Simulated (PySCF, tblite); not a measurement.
# C₉H₅N: excited states, first hyperpolarisability

Wanted: excited states, first hyperpolarisability for C₉H₅N (`[C-]#[N+]c1ccc2c(c1)C=C2`).

Programs: tblite 0.8.0 and PySCF 2.14.0, with routines of our own; each step states its level. All values are computed. Atoms count from 0.

### Step 1. The system as given

15 atoms, charge 0, multiplicity 1; geometry from: force field or distance geometry start.

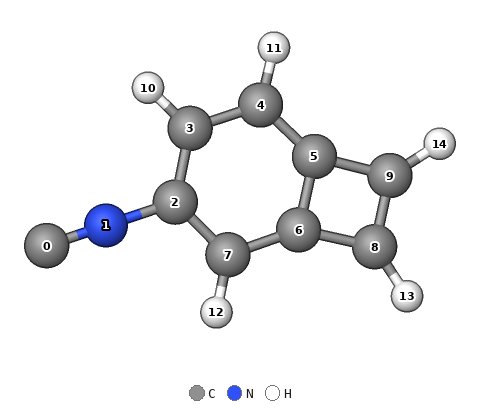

The starting geometry (carbon grey, nitrogen blue, hydrogen white).

### Step 2. Relaxing the molecule with GFN2-xTB

The job: settings as JSON, then the geometry in Å.

```
{"job": {"kind": "relax", "xc": "GFN2-xTB", "basis": "xTB"}, "charge": 0, "multiplicity": 1}
C      3.969000    -1.005200     0.014600
N      2.855300    -0.636800     0.013600
C      1.549800    -0.209600     0.025900
C      1.264900     1.142300     0.107700
C     -0.062200     1.568600     0.122600
C     -1.064100     0.623100     0.016200
C     -0.755600    -0.721500    -0.078500
C      0.570600    -1.177400    -0.071300
C     -2.179900    -1.033100    -0.132800
C     -2.476600     0.271400    -0.039100
H      2.046400     1.888100     0.191100
H     -0.321400     2.620300     0.189500
H      0.792100    -2.233900    -0.138700
H     -2.779600    -1.941400    -0.220200
H     -3.413200     0.853300    -0.022300
```

Run with:

```bash
$ OMP_NUM_THREADS=1 python excited_run.py task.json out
```

This one command runs all jobs of the session in turn.

Standard output:

```text
step      E/eV     max force
  0    -668.12681    4.252
  1    -668.26989    3.481
  2    -668.39655    0.903
  3    -668.39864    1.618
  4    -668.41123    0.411
  5    -668.41634    0.238
  6    -668.42167    0.179
  7    -668.42531    0.149
  8    -668.42622    0.096
  9    -668.42711    0.067
 10    -668.42750    0.038
 11    -668.42761    0.030
 12    -668.42772    0.026
 13    -668.42778    0.025
 14    -668.42785    0.023
 15    -668.42791    0.022
 16    -668.42797    0.018
 17    -668.42802    0.017
 18    -668.42806    0.024
 19    -668.42811    0.027
 20    -668.42818    0.022
 21    -668.42823    0.021
 22    -668.42827    0.013
 23    -668.42830    0.015
 24    -668.42831    0.012
 25    -668.42832    0.008
```

Run time: 0.16 s. Hardware: 1 thread of Arm Neoverse V1, shared host.

The steps of the relaxation:

| step | energy from step 0 (eV) | largest force (eV/Å) |
| --- | --- | --- |
| 0 | 0.0000 | 4.2520 |
| 1 | -0.1431 | 3.4807 |
| 2 | -0.2697 | 0.9034 |
| 3 | -0.2718 | 1.6183 |
| 4 | -0.2844 | 0.4108 |
| 5 | -0.2895 | 0.2378 |
| 6 | -0.2949 | 0.1792 |
| 7 | -0.2985 | 0.1492 |
| 8 | -0.2994 | 0.0961 |
| 9 | -0.3003 | 0.0672 |
| 10 | -0.3007 | 0.0375 |
| 11 | -0.3008 | 0.0298 |
| 12 | -0.3009 | 0.0261 |
| 13 | -0.3010 | 0.0252 |
| 14 | -0.3010 | 0.0226 |
| 15 | -0.3011 | 0.0221 |
| 16 | -0.3012 | 0.0182 |
| 17 | -0.3012 | 0.0172 |
| 18 | -0.3012 | 0.0242 |
| 19 | -0.3013 | 0.0275 |
| 20 | -0.3014 | 0.0220 |
| 21 | -0.3014 | 0.0210 |
| 22 | -0.3015 | 0.0130 |
| 23 | -0.3015 | 0.0153 |
| 24 | -0.3015 | 0.0121 |
| 25 | -0.3015 | 0.0080 |

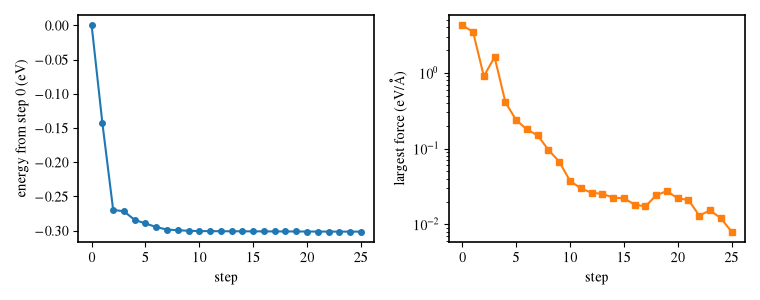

Energy and largest force along the relaxation.

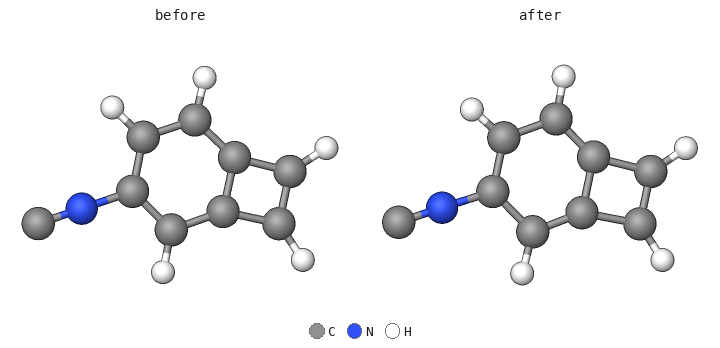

Before and after, at one scale.

Close pairs (by a distance rule), those that changed most:

| bond | before (Å) | after (Å) | change (Å) |
| --- | --- | --- | --- |
| C6–C7 | 1.402 | 1.347 | -0.055 |
| C2–C7 | 1.380 | 1.433 | +0.053 |
| C5–C9 | 1.457 | 1.504 | +0.048 |
| C6–C8 | 1.459 | 1.506 | +0.047 |
| C5–C6 | 1.383 | 1.427 | +0.044 |
| C9–H14 | 1.103 | 1.072 | -0.030 |
| C4–C5 | 1.382 | 1.352 | -0.030 |
| C3–C4 | 1.394 | 1.419 | +0.025 |

The final coordinates are the input of the step that follows.

### Step 3. Infrared spectrum with GFN2-xTB

The job: settings as JSON, then the geometry in Å.

```
{"job": {"kind": "ir", "xc": "GFN2-xTB", "basis": "xTB"}, "charge": 0, "multiplicity": 1}
C      3.957412    -0.967606     0.018726
N      2.845725    -0.608813     0.021628
C      1.546650    -0.209496     0.021357
C      1.250175     1.131223     0.114699
C     -0.089266     1.598739     0.117005
C     -1.038133     0.640609     0.022409
C     -0.726101    -0.748445    -0.073822
C      0.535684    -1.220292    -0.078645
C     -2.203539    -1.033144    -0.132521
C     -2.495777     0.274355    -0.042235
H      2.060308     1.841630     0.186868
H     -0.294725     2.655325     0.190371
H      0.816380    -2.259634    -0.150503
H     -2.770657    -1.939357    -0.215074
H     -3.398550     0.852896    -0.022177
```

Standard output:

```text
mode    cm-1     km/mol
  1     109.4      1.69
  2     149.4      3.13
  3     243.0      4.72
  4     260.1      0.99
  5     317.2      1.19
  6     391.4      0.41
  7     429.1      0.34
  8     433.7      0.01
  9     482.2      2.10
 10     586.3      0.27
 11     604.5      1.38
 12     700.0      0.18
 13     790.2      1.92
 14     793.9      6.36
 15     796.2      0.05
 16     823.3     47.03
 17     867.8      1.54
 18     868.2      0.64
 19     892.9      0.14
 20     920.8      1.79
 21    1012.8      0.55
 22    1040.6      0.42
 23    1082.9      0.21
 24    1127.3      0.57
 25    1169.3      3.89
 26    1177.2      2.24
 27    1239.1      0.52
 28    1359.5      1.50
 29    1391.0      6.11
 30    1482.0      2.26
 31    1574.0      1.51
 32    1640.3      0.45
 33    1699.8      5.36
 34    2193.3      1.06
 35    3088.6     14.43
 36    3096.2     31.71
 37    3097.7     19.28
 38    3140.3     16.96
 39    3158.6     46.16
```

Run time: 0.5 s. Hardware: 1 thread of Arm Neoverse V1, shared host.

Which atoms move in the most intense modes:

| cm⁻¹ | km/mol | atoms |
| --- | --- | --- |
| 794 | 6.4 | H14 49 %, H13 19 %, C9 12 % |
| 823 | 47.0 | H10 34 %, H11 19 %, H12 11 % |
| 1391 | 6.1 | C2 26 %, C7 20 %, C6 15 %, C5 12 % |
| 3089 | 14.4 | H11 48 %, H10 45 % |
| 3096 | 31.7 | H12 85 % |
| 3098 | 19.3 | H10 45 %, H11 40 % |
| 3140 | 17.0 | H14 51 %, H13 41 % |
| 3159 | 46.2 | H13 50 %, H14 40 % |

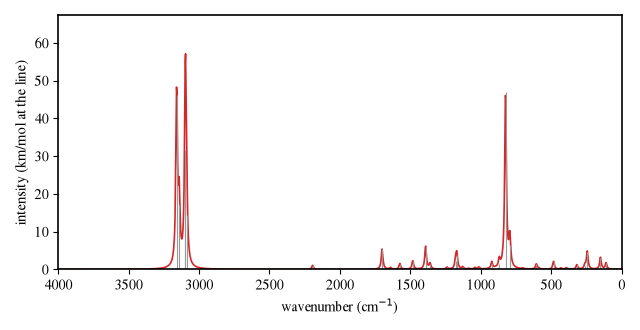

The infrared spectrum from these modes, unscaled. Lines are broadened to a width of 14 cm⁻¹ (Lorentzian).

### Step 4. Excited states: TDA PBE0/def2-SVPD

The job, as its differences from that of step 3:

```diff
@@ -1,2 +1,2 @@
-{"job": {"kind": "ir", "xc": "GFN2-xTB", "basis": "xTB"}, "charge": 0, "multiplicity": 1}
+{"job": {"kind": "states", "xc": "PBE0", "basis": "def2-SVPD", "tda": true, "soc": true, "nstates": 6, "ntriplets": 4, "nquad": 4}, "charge": 0, "multiplicity": 1}
 C      3.957412    -0.967606     0.018726
```

Method: TDA PBE0/def2-SVPD excited states, vertical, gas phase, spin-orbit mean-field couplings.

Standard output:

```text
coarse grid: 13936 points
cycle   1  E = -399.7335450981  dE =  2.016e+00  |g| = 3.388e-01  |ddm| = 1.671e+01
cycle   2  E = -399.7265904318  dE =  6.955e-03  |g| = 3.885e-01  |ddm| = 4.706e+00
cycle   3  E = -399.7608312985  dE = -3.424e-02  |g| = 1.287e-01  |ddm| = 1.597e+00
cycle   4  E = -399.7644553764  dE = -3.624e-03  |g| = 4.924e-02  |ddm| = 3.682e-01
cycle   5  E = -399.7649720619  dE = -5.167e-04  |g| = 1.814e-02  |ddm| = 2.198e-01
cycle   6  E = -399.7650598107  dE = -8.775e-05  |g| = 3.978e-03  |ddm| = 8.806e-02
cycle   7  E = -399.7650636177  dE = -3.807e-06  |g| = 1.493e-03  |ddm| = 1.545e-02
final grid: 138728 points
cycle   8  E = -399.8233147513  dE = -3.626e-05  |g| = 6.518e-03  |ddm| = 3.930e-01
cycle   9  E = -399.8233055175  dE =  9.234e-06  |g| = 8.700e-03  |ddm| = 7.251e-02
cycle  10  E = -399.8233258572  dE = -2.034e-05  |g| = 2.221e-03  |ddm| = 3.974e-02
cycle  11  E = -399.8233272147  dE = -1.358e-06  |g| = 3.464e-04  |ddm| = 7.022e-03
cycle  12  E = -399.8233272417  dE = -2.707e-08  |g| = 1.572e-04  |ddm| = 2.880e-03
cycle  13  E = -399.8233272467  dE = -4.983e-09  |g| = 6.962e-05  |ddm| = 5.245e-04
cycle  14  E = -399.8233272478  dE = -1.058e-09  |g| = 1.453e-05  |ddm| = 2.448e-04
cycle  15  E = -399.8233272478  dE = -4.650e-11  |g| = 4.347e-06  |ddm| = 5.977e-05
converged SCF energy = -399.8233272478

Singlet excitations
state   eV       nm        f     d(h-e)  d(exc)  Lambda  PR(NTO)  |dmu|/D   mu/D   main configurations
  1   3.0197   410.6   0.00928   0.476   3.259   0.825   1.033    1.274    3.904   H->L 0.96
  2   4.3782   283.2   0.00224   0.297   3.205   0.696   2.000    0.813    4.327   H-1->L 0.52, H->L+1 0.45
  3   5.4133   229.0   0.05892   0.662   4.198   0.789   1.801    1.523    6.602   H->L+2 0.60, H-3->L 0.30
  4   5.5060   225.2   0.00608   4.647   5.411   0.239   1.003   12.745    7.668   H-2->L 0.98
  5   5.8262   212.8   0.00013   0.230   3.417   0.441   1.384                     H-4->L 0.78, H->L+3 0.14
  6   5.8782   210.9   0.00067   1.944   4.189   0.378   1.381                     H->L+3 0.78, H-4->L 0.13

Triplet excitations (Tamm-Dancoff)
state   eV     d(h-e)  d(exc)  Lambda  PR(NTO)   main configurations
  1   1.7451   0.268   2.992   0.828   1.068   H->L 0.95
  2   3.5727   0.114   2.990   0.710   1.916   H->L+1 0.60, H-1->L 0.30
  3   3.9352   0.073   2.716   0.777   2.015   H->L+2 0.53, H-3->L 0.30, H-1->L 0.10
  4   4.1843   0.308   3.116   0.696   1.953   H-1->L 0.57, H->L+1 0.35
S1 - T1 = 1.2746 eV

Spin-orbit couplings |<S|Hso|T>| (cm-1)
             T1       T2       T3       T4
S0        0.064    0.044    0.080    0.013
S1        0.001    0.046    0.029    0.018
S2        0.019    0.009    0.021    0.003
S3        0.009    0.023    0.009    0.031
S4        0.855    0.161    0.214    0.137
S5        1.849    1.686    1.527    3.226
S6        2.328    4.480    3.543    0.228
T1 sublevels (cm-1): 0.000 0.000 0.000   radiative rates (1/s): 0.000441 1.16e-05 9.27e-05
```

Wall time 46 s (1 thread of Arm Neoverse V1, shared host); peak memory 0.93 GiB.

From this job:

| quantity | value |
| --- | --- |
| S1 less T1 | 1.27 eV |

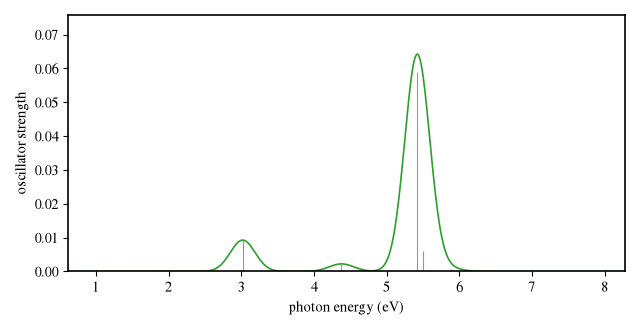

Absorption lines of the singlets. Lines are broadened to a width of 0.40 eV (Gaussian).

### Step 5. First hyperpolarisability: quadratic response B3LYP/def2-SVPD

The job, as its differences from that of step 4:

```diff
@@ -1,2 +1,2 @@
-{"job": {"kind": "states", "xc": "PBE0", "basis": "def2-SVPD", "tda": true, "soc": true, "nstates": 6, "ntriplets": 4, "nquad": 4}, "charge": 0, "multiplicity": 1}
+{"job": {"kind": "beta", "xc": "B3LYP", "basis": "def2-SVPD", "wavelengths": [1064, 800]}, "charge": 0, "multiplicity": 1}
 C      3.957412    -0.967606     0.018726
```

Method: quadratic response B3LYP/def2-SVPD first hyperpolarisability, Taylor convention, gas phase.

Standard output:

```text
coarse grid: 13936 points
cycle   1  E = -400.1792412924  dE =  1.921e+00  |g| = 3.777e-01  |ddm| = 1.880e+01
cycle   2  E = -400.1655128006  dE =  1.373e-02  |g| = 4.462e-01  |ddm| = 5.384e+00
cycle   3  E = -400.2126500401  dE = -4.714e-02  |g| = 1.441e-01  |ddm| = 2.027e+00
cycle   4  E = -400.2174501010  dE = -4.800e-03  |g| = 5.410e-02  |ddm| = 4.367e-01
cycle   5  E = -400.2180494389  dE = -5.993e-04  |g| = 2.322e-02  |ddm| = 2.177e-01
cycle   6  E = -400.2181920632  dE = -1.426e-04  |g| = 5.218e-03  |ddm| = 9.513e-02
cycle   7  E = -400.2181983493  dE = -6.286e-06  |g| = 1.950e-03  |ddm| = 1.926e-02
final grid: 138728 points
cycle   8  E = -400.2969635597  dE = -4.927e-05  |g| = 5.729e-03  |ddm| = 6.485e-01
cycle   9  E = -400.2969471971  dE =  1.636e-05  |g| = 9.514e-03  |ddm| = 6.558e-02
cycle  10  E = -400.2969721373  dE = -2.494e-05  |g| = 1.900e-03  |ddm| = 3.773e-02
cycle  11  E = -400.2969731097  dE = -9.724e-07  |g| = 3.489e-04  |ddm| = 7.040e-03
cycle  12  E = -400.2969731354  dE = -2.571e-08  |g| = 1.747e-04  |ddm| = 1.980e-03
cycle  13  E = -400.2969731411  dE = -5.718e-09  |g| = 8.855e-05  |ddm| = 5.395e-04
cycle  14  E = -400.2969731430  dE = -1.866e-09  |g| = 1.119e-05  |ddm| = 2.653e-04
cycle  15  E = -400.2969731430  dE = -2.751e-11  |g| = 4.747e-06  |ddm| = 6.514e-05
converged SCF energy = -400.2969731430

Lowest singlets (eV, f): 2.7700 0.0067  4.2478 0.0018  5.1701 0.1056

First hyperpolarisability (au)
process     nm      |vector|   parallel      HRS      DR
static         -      321.39      187.0     156.47   3.324
shg       1064.0      444.09     253.21     219.31   3.411
eope      1064.0      352.18     204.29          -       -
eope       800.0      380.24     219.81          -       -
```

Run time: 44 s. Hardware: 1 thread of Arm Neoverse V1, shared host; peak memory 0.92 GiB.

Warnings kept with the result: second harmonic within 0.3 eV of the first excitation or beyond it: left out.

### Step 6. Outcome

| quantity | value |
| --- | --- |
| strongest single infrared mode (GFN2-xTB) | 823 cm⁻¹, 47 km/mol |
| zero-point energy (GFN2-xTB) | 66.1 kcal/mol |
| S1 less T1 (step 4, TDA PBE0/def2-SVPD) | 1.27 eV |
| β vector (step 5, quadratic response B3LYP/def2-SVPD) | static 321, SHG 1064.0 nm 444 au |

What this shows: No mode is imaginary among the 39: a minimum at this level. The strongest single mode, at 823 cm⁻¹, is spread over many atoms; the largest shares are those of H10, H11. Unscaled tight-binding wavenumbers are off by several per cent, some by more. Its intensities can rank the bands wrongly. In step 4, the number of triplets below S1 is 1, and the largest singlet-triplet spin-orbit coupling is S6–T2, 4.48 cm⁻¹. β grows from 321 au (static) to 444 au for doubling at 1064.0 nm: normal dispersion, which grows as twice the photon energy moves toward the bright states.
